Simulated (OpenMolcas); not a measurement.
# Run report: C3H4F2, single-point calculation (part 1 of 3)

C3H4F2, SMILES FC=CCF, computed with CASSCF/ANO-RCC-VDZP, DKH2 (OpenMolcas 26.06).

The geometry comes from this level: PBE0-D4/def2-TZVP.

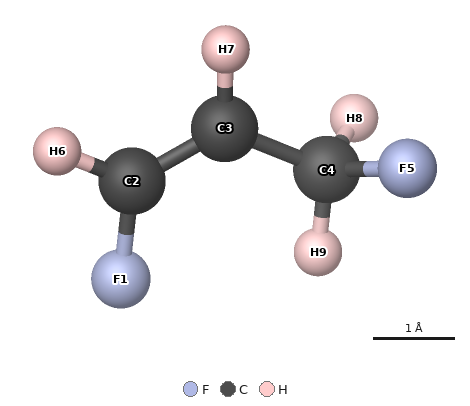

Fig. 1: The structure as given in the input (ball-and-stick view, seen at a tilt; atoms are numbered from 1 in the order of the input).

Key numbers:

| quantity | value |
| --- | --- |
| outcome | converged |
| total energy | −315.131974 hartree |
| CASSCF energy | −315.131974 hartree |
| hardware | 1 thread of Arm Neoverse V1, 24 GiB of memory available, shared host |
| wall time | 11 s |
| peak memory | 0.38 GiB |

Input file:
```
* C3H4F2 CASSCF

&GATEWAY
  Coord
  input.xyz
  Basis
  ANO-RCC-MB
  Group
  NoSym

&SEWARD

&RASSCF
  FileOrb
  $CurrDir/step1.LocOrb
  Alter
  2
  1 11 20
  1 21 22
  Spin
  1
  Nactel
  2 0 0
  Inactive
  19
  Ras2
  2
  OrbListing
  Nothing
>>> COPY $Project.RunFile RUNFIL1
>>> COPY $Project.RasOrb INPORB

&GATEWAY
  Coord
  input.xyz
  Basis
  ANO-RCC-VDZP
  Group
  NoSym
  RICD

&SEWARD
>>> COPY $Project.RunFile RUNFIL2

&EXPBAS

&RASSCF
  FileOrb
  $Project.ExpOrb
  Spin
  1
  Nactel
  2 0 0
  Inactive
  19
  Ras2
  2
  OrbListing
  Nothing
```

File input.xyz:
```
9

F     -1.771300     0.696200    -0.764200
C     -0.756800    -0.083800    -1.148800
C      0.269900    -0.355400    -0.364300
C      0.439500     0.155200     1.019400
F      1.656600     0.811400     1.133700
H     -0.888900    -0.458700    -2.156900
H      1.042400    -1.001300    -0.765600
H      0.449800    -0.666700     1.742700
H     -0.352600     0.856800     1.286900
```

Run as:
```bash
export MOLCAS_MEM=1860
pymolcas step2.inp > step2.log
```

Log:
```
--- Start Module: gateway ---

                                              &GATEWAY

                       available to each process: 1.9 GB of memory, 1 thread

++    Symmetry information:
      ---------------------

                    Character Table for C1

                             E
                    a        1  x, y, xy, Rz, z, xz, Ry, yz, Rx, I
--

++    Basis set information:
      ----------------------

      Basis set label: F.ANO-RCC...2S1P.

      Electronic valence basis set:
      ------------------
      Associated Effective Charge   9.000000 au
      Associated Actual Charge      9.000000 au
      Nuclear Model: Point charge

      Shell  nPrim  nBasis  Cartesian Spherical Contaminant
         s      14       2        X
         p       9       1        X

      Basis set label: C.ANO-RCC...2S1P.

      Electronic valence basis set:
      ------------------
      Associated Effective Charge   6.000000 au
      Associated Actual Charge      6.000000 au
      Nuclear Model: Point charge

      Shell  nPrim  nBasis  Cartesian Spherical Contaminant
         s      14       2        X
         p       9       1        X

      Basis set label: F.ANO-RCC...2S1P.

      Electronic valence basis set:
      ------------------
      Associated Effective Charge   9.000000 au
      Associated Actual Charge      9.000000 au
      Nuclear Model: Point charge

      Shell  nPrim  nBasis  Cartesian Spherical Contaminant
         s      14       2        X
         p       9       1        X

      Basis set label: H.ANO-RCC...1S.

      Electronic valence basis set:
      ------------------
      Associated Effective Charge   1.000000 au
      Associated Actual Charge      1.000000 au
      Nuclear Model: Point charge

      Shell  nPrim  nBasis  Cartesian Spherical Contaminant
         s       8       1        X
--

++    Molecular structure info:
      -------------------------

                    ************************************************
                    **** Cartesian Coordinates / bohr, angstrom ****
                    ************************************************

     Center  Label                x              y              z                     x              y              z
        1      F1              -3.347272       1.315627      -1.444129             -1.771300       0.696200      -0.764200
        2      C2              -1.430145      -0.158359      -2.170917             -0.756800      -0.083800      -1.148800
        3      C3               0.510037      -0.671609      -0.688427              0.269900      -0.355400      -0.364300
        4      C4               0.830535       0.293285       1.926387              0.439500       0.155200       1.019400
        5      F5               3.130520       1.533324       2.142383              1.656600       0.811400       1.133700
        6      H6              -1.679778      -0.866817      -4.075950             -0.888900      -0.458700      -2.156900
        7      H7               1.969851      -1.892183      -1.446774              1.042400      -1.001300      -0.765600
        8      H8               0.849999      -1.259880       3.293226              0.449800      -0.666700       1.742700
        9      H9              -0.666317       1.619117       2.431889             -0.352600       0.856800       1.286900

                    ***************************************
                    *    InterNuclear Distances / bohr    *
                    ***************************************

               1 F1            2 C2            3 C3            4 C4            5 F5            6 H6
    1 F1       0.000000
    2 C2       2.525121        0.000000
    3 C3       4.404432        2.495097        0.000000
    4 C4       5.464396        4.701336        2.805529        0.000000
    5 F5       7.407580        6.501232        4.443213        2.621885        0.000000
    6 H6       3.803957        2.047774        4.038404        6.608748        8.219933        0.000000
    7 H7       6.209818        3.884649        2.048401        4.177622        5.095419        4.613429
    8 H8       6.833217        6.022397        4.039208        2.069046        3.785130        7.801219
    9 H9       4.722619        4.992863        4.045690        2.062505        3.808825        7.039811

               7 H7            8 H8            9 H9
    7 H7       0.000000
    8 H8       4.911362        0.000000
    9 H9       5.858552        3.365969        0.000000

                    *******************************************
                    *    InterNuclear Distances / angstrom    *
                    *******************************************

               1 F1            2 C2            3 C3            4 C4            5 F5            6 H6
    1 F1       0.000000
    2 C2       1.336236        0.000000
    3 C3       2.330725        1.320348        0.000000
    4 C4       2.891634        2.487840        1.484622        0.000000
    5 F5       3.919923        3.440304        2.351247        1.387442        0.000000
    6 H6       2.012967        1.083636        2.137031        3.497199        4.349801        0.000000
    7 H7       3.286094        2.055668        1.083967        2.210703        2.696380        2.441321
    8 H8       3.615982        3.186915        2.137457        1.094892        2.003004        4.128227
    9 H9       2.499102        2.642109        2.140887        1.091431        2.015544        3.725308

               7 H7            8 H8            9 H9
    7 H7       0.000000
    8 H8       2.598981        0.000000
    9 H9       3.100212        1.781194        0.000000

                    **************************************
                    *    Valence Bond Angles / degree    *
                    **************************************
                          Atom centers                 Phi
                      1 F1       2 C2       3 C3       122.64
                      1 F1       2 C2       6 H6       112.16
                      3 C3       2 C2       6 H6       125.20
                      2 C2       3 C3       4 C4       124.88
                      2 C2       3 C3       7 H7       117.18
                      4 C4       3 C3       7 H7       117.94
                      3 C3       4 C4       5 F5       109.86
                      3 C3       4 C4       8 H8       111.01
                      3 C3       4 C4       9 H9       111.51
                      5 F5       4 C4       8 H8       107.00
                      5 F5       4 C4       9 H9       108.21
                      8 H8       4 C4       9 H9       109.12

           ***************************************************************
           *              Valence Dihedral Angles / degree               *
           ***************************************************************
                    Atom centers                       Phi1     Phi2     Theta
           1 F1       2 C2       3 C3       4 C4        122.64   124.88    -0.08
           1 F1       2 C2       3 C3       7 H7        122.64   117.18   179.80
           6 H6       2 C2       3 C3       7 H7        125.20   117.18     0.30
           4 C4       3 C3       2 C2       6 H6        124.88   125.20  -179.58
           2 C2       3 C3       4 C4       5 F5        124.88   109.86  -124.73
           2 C2       3 C3       4 C4       8 H8        124.88   111.01   117.13
           2 C2       3 C3       4 C4       9 H9        124.88   111.51    -4.77
           7 H7       3 C3       4 C4       8 H8        117.94   111.01   -62.76
           7 H7       3 C3       4 C4       9 H9        117.94   111.51   175.34
           5 F5       4 C4       3 C3       7 H7        109.86   117.94    55.39
--

            Nuclear Potential Energy            168.44255207 au

--- Stop Module: gateway /rc=_RC_ALL_IS_WELL_ ---

--- Start Module: seward ---

                                              &SEWARD

                       available to each process: 1.9 GB of memory, 1 thread

               SEWARD will generate:
                  Multipole Moment integrals up to order  2
                  Kinetic Energy integrals
                  Nuclear Attraction integrals (point charge)
                  One-Electron Hamiltonian integrals
                  Velocity integrals
                  Relativistic Douglas-Kroll-Hess integrals:
                    - Parametrization         : EXP
                    - DKH order of Hamiltonian: 2
                    - DKH order of Properties : 0
                         - multipole moment operators
                         - electric potential operators
                         - contact operators
                  Orbital angular momentum around ( -0.0604   0.5801   0.0291 )
                  Velocity quadrupole around ( -0.0604   0.5801   0.0291 )
                  Atomic mean-field integrals
                  Two-Electron Repulsion integrals

                   Integrals are discarded if absolute value <: 1.00E-14
                   Integral cutoff threshold is set to       <: 1.00E-16

            Nuclear Potential Energy            168.44255207 au

      Basis set specifications :
      Symmetry species         a
      Basis functions           29

--- Stop Module: seward /rc=_RC_ALL_IS_WELL_ ---
--- Module seward spent 2 seconds ---

--- Start Module: rasscf ---

                                              &RASSCF

                       available to each process: 1.9 GB of memory, 1 thread

      Header of the ONEINT file:
      --------------------------

      OrdInt status: non-squared

      Cartesian coordinates in angstrom:
      -----------------------------------------------------
      No.  Label        X            Y            Z
      -----------------------------------------------------
       1   F1        -1.77130000   0.69620000  -0.76420000
       2   C2        -0.75680000  -0.08380000  -1.14880000
       3   C3         0.26990000  -0.35540000  -0.36430000
       4   C4         0.43950000   0.15520000   1.01940000
       5   F5         1.65660000   0.81140000   1.13370000
       6   H6        -0.88890000  -0.45870000  -2.15690000
       7   H7         1.04240000  -1.00130000  -0.76560000
       8   H8         0.44980000  -0.66670000   1.74270000
       9   H9        -0.35260000   0.85680000   1.28690000
      -----------------------------------------------------
      Nuclear repulsion energy =  168.44255207

++    Wave function specifications:
      -----------------------------

      Number of closed shell electrons          38
      Number of electrons in active shells       2
      Max number of holes in RAS1 space          0
      Max nr of electrons in RAS3 space          0
      Number of inactive orbitals               19
      Number of active orbitals                  2
      Number of secondary orbitals               8
      Spin quantum number                      0.0
      State symmetry                             1
--

++    Orbital specifications:
      -----------------------

      Symmetry species                           1
                                                 a
      Frozen orbitals                            0
      Inactive orbitals                         19
      Active orbitals                            2
      RAS1 orbitals                              0
      RAS2 orbitals                              2
      RAS3 orbitals                              0
      Secondary orbitals                         8
      Deleted orbitals                           0
      Number of basis functions                 29
--

++    CI expansion specifications:
      ----------------------------

      Number of CSFs                             3
      Number of spin combinations                3
      Number of determinants                     4
      Number of root(s) required                 1
      Root chosen for geometry opt.              1
      CI root used                               1

      highest root included in the CI            1
      max. size of the explicit Hamiltonian      3
--

++    Optimization specifications:
      ----------------------------

      RASSCF algorithm: Conventional
      Maximum number of macro iterations       200
      Maximum number of SX iterations          100
      Threshold for RASSCF energy            1.000E-08
      Threshold for max MO rotation          1.000E-01
      Threshold for max BLB element          1.000E-04
      Level shift parameter                  5.000E-01
      Make Quasi-Newton update
--

      The MO-coefficients are taken from the file:
      step1.LocOrb
      Title:Localised orbitals

      Total molecular charge    0.00

      Molecular orbitals exchanged:
        In symmetry  1 :  11  20
        In symmetry  1 :  21  22
```
